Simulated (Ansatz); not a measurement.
H₃C₂N: several calculations on one system

## 1. Relaxation

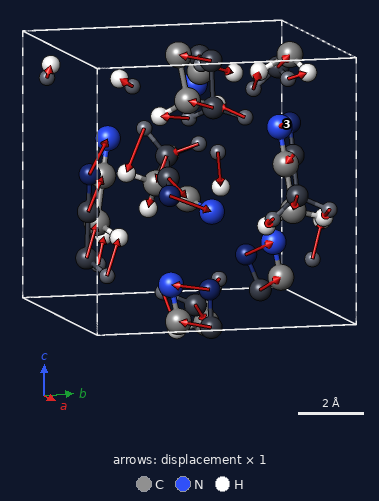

This is a relaxation of an amorphous cell of composition H$_{3}$C$_{2}$N. The starting structure is drawn faded, the final one solid; red arrows show the displacements, at their true length.

The picture is a ball-and-stick view of the cell of the calculation, seen slightly off an axis.

The cell holds 6 CH3CN. The run prepares the start of a later molecular dynamics calculation, from a guessed geometry.

Computed with Ansatz 0.2.0, DFT PBE-D3(BJ), scalar-relativistic, plane waves, PAW. Settings: plane-wave cutoff 420 eV; k-point mesh 1 × 1 × 1; occupations fermi dirac; smearing width 0.05 eV; no spin polarisation; atoms relaxed in a fixed cell; force threshold 0.3 eV/Å; at most 15 steps.

Q: Describe the change and its energy.

A: The largest move is that of an H atom, 1.60 Å along [1 −1 −2]. By element the largest moves are H 1.60 Å, N 1.46 Å, C 1.30 Å. The cell doesn't change. Some distances before and after: C–H 1.092 → 1.108 Å, C–N 1.178 → 1.163 Å, C–C 1.461 → 1.449 Å. After 12 accepted moves (13 points after the start) the energy has fallen by 38.5 meV per atom. Largest force component: 2 eV/Å at the start, 0.26 eV/Å at the end. 1 step only repeated the SCF at the same geometry. Cost: 28 s on 1 thread of AMD EPYC 9R45 (Zen 5), with other jobs on the host, peak memory 0.65 GiB.

Limits of the set-up: the program's low-accuracy preset was used; the periodic images lie only 8.3 Å apart, so the values are limited by the cell's size.

## 2. Dynamics

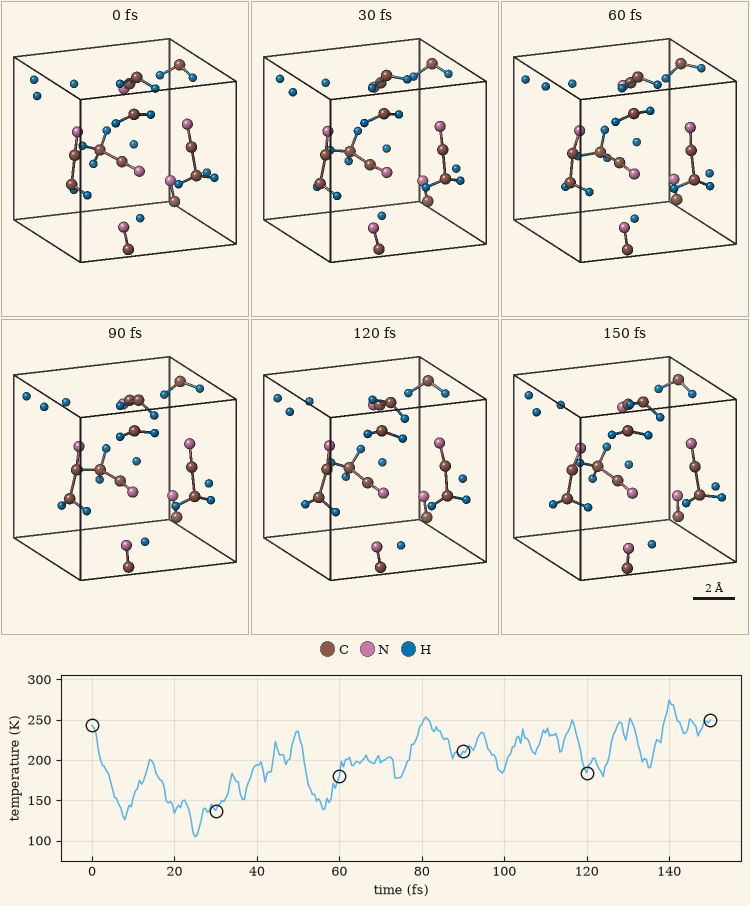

First-principles dynamics of a periodic cell with 6 CH3CN at 0.712 g/cm³, 150 fs long. Frames and the history of the run. The picture is a ball-and-stick view of the simulation cell, seen slightly off an axis.

Theory: DFT PBE-D3(BJ), scalar-relativistic, plane waves, PAW in Ansatz 0.2.0. Settings: plane-wave cutoff 420 eV; k-point mesh 1 × 1 × 1; Fermi-Dirac smearing 0.05 eV; low-accuracy preset; Langevin thermostat (NVT); set temperature 250 K; time step 0.5 fs; friction 0.02 per fs.

> Describe the run.

Over the second half the temperature averages 223 K (spread ±21 K). The potential energy in the second half lies on average 20.5 meV per atom above the first frame. Root-mean-square distances from the starting positions over the second half, with the common drift of all atoms taken out: H 0.54 Å, N 0.27 Å, C 0.24 Å. The heavy atoms stay within a fraction of a molecule's size of their starting places; so short a run doesn't tell a liquid from a solid.

Limits of the set-up: the program's low-accuracy preset was used; the periodic images lie only 8.3 Å apart, so the values are limited by the cell's size.

The run took 5.8 min on 1 thread of AMD EPYC 9R45 (Zen 5), on a shared host, peak memory 0.66 GiB.

## 3. Dynamics

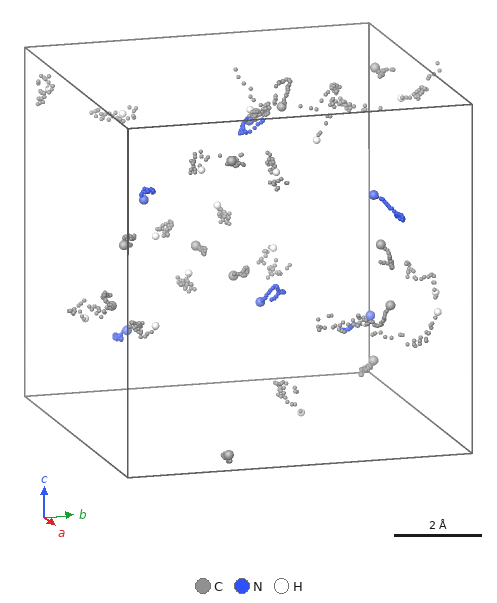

First-principles dynamics of a periodic cell with 6 CH3CN at 0.712 g/cm³, 200 fs long. It starts from the last geometry of an earlier run, with fresh velocities. Dots mark each atom's position at evenly spaced times, in the colour of its element; spheres stand at the starting positions. Seen slightly off an axis in the simulation cell.

The calculation used Ansatz 0.2.0, DFT PBE-D3(BJ), scalar-relativistic, plane waves, PAW. Settings: plane-wave cutoff 420 eV; k-point mesh 1 × 1 × 1; Fermi-Dirac smearing 0.05 eV; low-accuracy preset; Langevin thermostat (NVT); set temperature 250 K; time step 0.5 fs; friction 0.02 per fs.

Input file:
```yaml
accuracy: low
crystal:
  lattice:
    - [8.311659, 0.0, 0.0]
    - [0.0, 8.311659, 0.0]
    - [0.0, 0.0, 8.311659]
  atoms:
    - { symbol: C, position: [0.93231496, 0.78296332, 0.42371306] }
    - { symbol: C, position: [0.91561496, 0.75995378, 0.59566526] }
    - { symbol: "N", position: [0.89163962, 0.74652455, 0.73277556] }
    - { symbol: H, position: [0.97182312, 0.90887418, 0.40487351] }
    - { symbol: H, position: [1.03935496, 0.71023796, 0.38461428] }
    - { symbol: H, position: [0.82580708, 0.74145002, 0.35052796] }
    - { symbol: C, position: [0.56501367, 0.57695082, -0.07825233] }
    - { symbol: C, position: [0.4003809, 0.55164665, -0.13314913] }
    - { symbol: "N", position: [0.27466343, 0.56960064, -0.18543542] }
    - { symbol: H, position: [0.62555846, 0.66053546, -0.16622399] }
    - { symbol: H, position: [0.5651357, 0.6334734, 0.04142888] }
    - { symbol: H, position: [0.62574909, 0.46701943, -0.06510813] }
    - { symbol: C, position: [0.6129699, 0.06903733, 0.39754778] }
    - { symbol: C, position: [0.58861061, 0.111353, 0.56256685] }
    - { symbol: "N", position: [0.55265795, 0.18024563, 0.67932105] }
    - { symbol: H, position: [0.5026905, 0.02487353, 0.338533] }
    - { symbol: H, position: [0.66294337, 0.18113329, 0.34412973] }
    - { symbol: H, position: [0.70546088, -0.01802083, 0.39426198] }
    - { symbol: C, position: [0.23437836, 0.42633143, 0.45652144] }
    - { symbol: C, position: [0.38582575, 0.49035196, 0.40165541] }
    - { symbol: "N", position: [0.51304167, 0.53038947, 0.35307349] }
    - { symbol: H, position: [0.14601487, 0.432087, 0.35691324] }
    - { symbol: H, position: [0.25525215, 0.30330323, 0.49723307] }
    - { symbol: H, position: [0.20311254, 0.49864365, 0.55999498] }
    - { symbol: C, position: [0.21876942, 0.95184338, 0.92633843] }
    - { symbol: C, position: [0.24861642, 0.93825636, 1.09533919] }
    - { symbol: "N", position: [0.27758048, 0.92064156, 1.23215052] }
    - { symbol: H, position: [0.1148875, 1.03484903, 0.90560739] }
    - { symbol: H, position: [0.32278463, 0.99658527, 0.8602297] }
    - { symbol: H, position: [0.16697834, 0.84626353, 0.86734652] }
    - { symbol: C, position: [0.93249545, 0.32169951, 0.86956875] }
    - { symbol: C, position: [0.9695246, 0.30236005, 1.03743462] }
    - { symbol: "N", position: [1.00340201, 0.29573047, 1.16915418] }
    - { symbol: H, position: [0.94566932, 0.44729385, 0.83147008] }
    - { symbol: H, position: [1.04053491, 0.27182818, 0.80019568] }
    - { symbol: H, position: [0.82093407, 0.26713536, 0.82136826] }
basis:
  ecutwfc: 420.0
kpoints:
  mp_grid: { grid: [1, 1, 1] }
hamiltonian:
  xc: pbe
  dispersion: d3bj
scf:
  occupations: { method: fermi_dirac, width: 0.05 }
  lower_state_search: "off"
md:
  timestep: 0.5
  n_steps: 400
  ensemble: nvt_langevin
  temperature: 250.0
  initial_velocities: maxwell_boltzmann
  seed: 605140
  friction: 0.02
```

Launched with:
```bash
ansatz run input.yaml --threads 1 --pin off --max-ram 3072MiB --backend cpu --events-out ev --progress --plain --runs-dir out
```

> What do the traces tell about the motion?

Root-mean-square distances from the starting positions over the second half, with the common drift of all atoms taken out: H 0.78 Å, N 0.54 Å, C 0.39 Å. The heavy atoms stay within a fraction of a molecule's size of their starting places; so short a run doesn't tell a liquid from a solid. The mean temperature in the second half is 282 K (standard deviation 46 K). The potential energy in the second half lies on average 2.6 meV per atom above the first frame.

Limits of the set-up: the program's low-accuracy preset was used; the periodic images lie only 8.3 Å apart, so the values are limited by the cell's size.

Cost: 8.4 min on 1 thread of AMD EPYC 9R45 (Zen 5), with other jobs on the host, peak memory 0.66 GiB.
